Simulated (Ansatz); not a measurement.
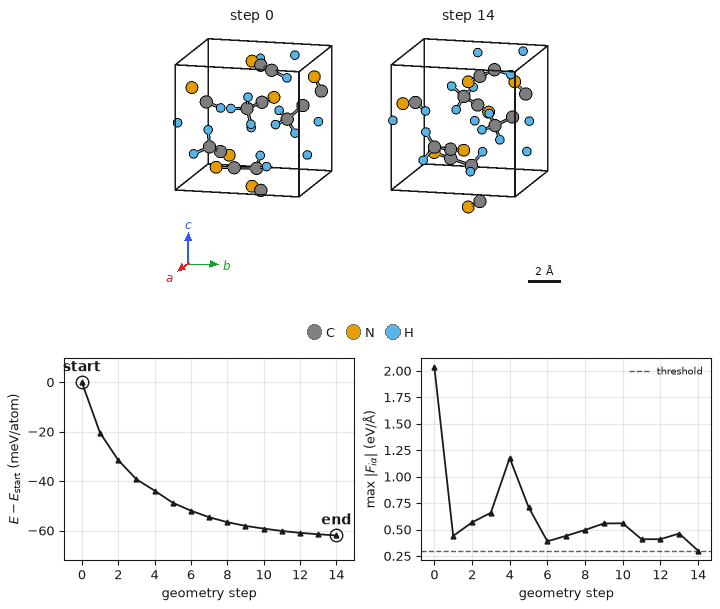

First and last geometry of a relaxation of an amorphous cell of composition H3C2N, with the history of the run. The picture is a ball-and-stick view of the cell of the calculation, seen slightly off an axis.

The cell holds 6 CH3CN. The run prepares the start of a later molecular dynamics calculation, from a guessed geometry.

Method: DFT PBE-D3(BJ), scalar-relativistic, plane waves, PAW (Ansatz 0.2.0).

Input
```yaml
accuracy: low
crystal:
  lattice:
    - [8.051748, 0.0, 0.0]
    - [0.0, 8.051748, 0.0]
    - [0.0, 0.0, 8.051748]
  atoms:
    - { symbol: C, position: [0.9413258, 0.2613986, 0.3461508] }
    - { symbol: C, position: [0.7793074, 0.3066264, 0.2781787] }
    - { symbol: "N", position: [0.6486181, 0.3431086, 0.2233502] }
    - { symbol: H, position: [0.9333394, 0.2481619, 0.4808373] }
    - { symbol: H, position: [0.9829965, 0.1438257, 0.2930506] }
    - { symbol: H, position: [1.0325622, 0.3573362, 0.3169729] }
    - { symbol: C, position: [0.3638918, 0.4116895, 0.5423706] }
    - { symbol: C, position: [0.2005427, 0.4883645, 0.5611788] }
    - { symbol: "N", position: [0.06878, 0.5502131, 0.5763501] }
    - { symbol: H, position: [0.3512549, 0.2771695, 0.531229] }
    - { symbol: H, position: [0.4251843, 0.4592122, 0.4311759] }
    - { symbol: H, position: [0.4411828, 0.4395681, 0.6502054] }
    - { symbol: C, position: [0.9738382, 0.772651, 0.993253] }
    - { symbol: C, position: [0.840778, 0.6494853, 0.9996514] }
    - { symbol: "N", position: [0.7334474, 0.5501359, 1.0048126] }
    - { symbol: H, position: [1.0803855, 0.7227309, 0.9259098] }
    - { symbol: H, position: [0.930744, 0.884612, 0.9301097] }
    - { symbol: H, position: [1.0129782, 0.8055743, 1.1188061] }
    - { symbol: C, position: [0.6092886, 0.8012673, 0.5287492] }
    - { symbol: C, position: [0.6315291, 0.9344097, 0.6499688] }
    - { symbol: "N", position: [0.6494691, 1.0418066, 0.7477485] }
    - { symbol: H, position: [0.5189816, 0.7111186, 0.5745457] }
    - { symbol: H, position: [0.5645996, 0.8521297, 0.4112956] }
    - { symbol: H, position: [0.7271365, 0.737897, 0.5069427] }
    - { symbol: C, position: [0.1003408, 1.0122416, 0.517302] }
    - { symbol: C, position: [0.1795932, 0.9629254, 0.6728741] }
    - { symbol: "N", position: [0.2435207, 0.9231453, 0.7983637] }
    - { symbol: H, position: [0.1361727, 0.9274344, 0.4177868] }
    - { symbol: H, position: [-0.0345332, 1.0094012, 0.5307322] }
    - { symbol: H, position: [0.1382773, 1.1379134, 0.4834364] }
    - { symbol: C, position: [0.1150881, 0.4232016, 0.0119899] }
    - { symbol: C, position: [0.20289, 0.2650906, 0.026394] }
    - { symbol: "N", position: [0.2737139, 0.1375532, 0.0380129] }
    - { symbol: H, position: [0.075559, 0.4430804, -0.1161574] }
    - { symbol: H, position: [0.0056542, 0.4232256, 0.0920127] }
    - { symbol: H, position: [0.1963535, 0.5252067, 0.0490083] }
basis:
  ecutwfc: 420.0
kpoints:
  mp_grid: { grid: [1, 1, 1] }
hamiltonian:
  xc: pbe
  dispersion: d3bj
scf:
  occupations: { method: fermi_dirac, width: 0.05 }
  lower_state_search: "off"
relax:
  f_tol: 0.3
  max_steps: 15
  adjacent_minimum: "off"
```

Command:
```bash
ansatz run input.yaml --threads 1 --pin off --max-ram 3072MiB --backend cpu --events-out ev --progress --plain --runs-dir out
```

Question: What do the curves and the structures tell?

Answer: The relaxation stopped without meeting its thresholds, so the last structure isn't shown to be converged. It used up its limit of 15 steps. The largest moves, 1.44 Å, are those of H5 and H10. H10 goes roughly along [−1 0 3]. Largest moves by element: H 1.44 Å, N 1.35 Å, C 1.21 Å. The cell doesn't change. Among the contacts that change: C31–H34 1.092 → 1.108 Å, C14–N15 1.178 → 1.163 Å, C13–H16 1.092 → 1.100 Å, C13–C14 1.461 → 1.453 Å. Among the angles between lasting bonds that change: H34–C31–H36 108.8° → 111.3°. Over 14 geometry steps the energy falls by 61.9 meV per atom. The largest force component goes from 2 to 0.3 eV/Å. Cost: 50 s on 1 thread of Arm Neoverse V2, on a shared host, peak memory 0.53 GiB.

```json
{"step": "0", "E − E(0), meV/atom": "0.00", "largest force component, eV/Å": "2.0373"}
{"step": "1", "E − E(0), meV/atom": "-20.44", "largest force component, eV/Å": "0.4404"}
{"step": "2", "E − E(0), meV/atom": "-31.47", "largest force component, eV/Å": "0.5682"}
{"step": "3", "E − E(0), meV/atom": "-39.23", "largest force component, eV/Å": "0.6597"}
{"step": "4", "E − E(0), meV/atom": "-43.81", "largest force component, eV/Å": "1.1766"}
{"step": "5", "E − E(0), meV/atom": "-48.73", "largest force component, eV/Å": "0.7134"}
{"step": "6", "E − E(0), meV/atom": "-51.93", "largest force component, eV/Å": "0.3891"}
{"step": "7", "E − E(0), meV/atom": "-54.56", "largest force component, eV/Å": "0.4416"}
{"step": "8", "E − E(0), meV/atom": "-56.58", "largest force component, eV/Å": "0.4966"}
{"step": "9", "E − E(0), meV/atom": "-58.07", "largest force component, eV/Å": "0.5584"}
{"step": "10", "E − E(0), meV/atom": "-59.17", "largest force component, eV/Å": "0.5596"}
{"step": "11", "E − E(0), meV/atom": "-60.12", "largest force component, eV/Å": "0.4092"}
{"step": "12", "E − E(0), meV/atom": "-60.90", "largest force component, eV/Å": "0.4094"}
{"step": "13", "E − E(0), meV/atom": "-61.46", "largest force component, eV/Å": "0.4630"}
{"step": "14", "E − E(0), meV/atom": "-61.95", "largest force component, eV/Å": "0.3012"}
```

Limits of the set-up: the program's low-accuracy preset was used; the periodic images lie only 8.1 Å apart, so the values are limited by the cell's size.
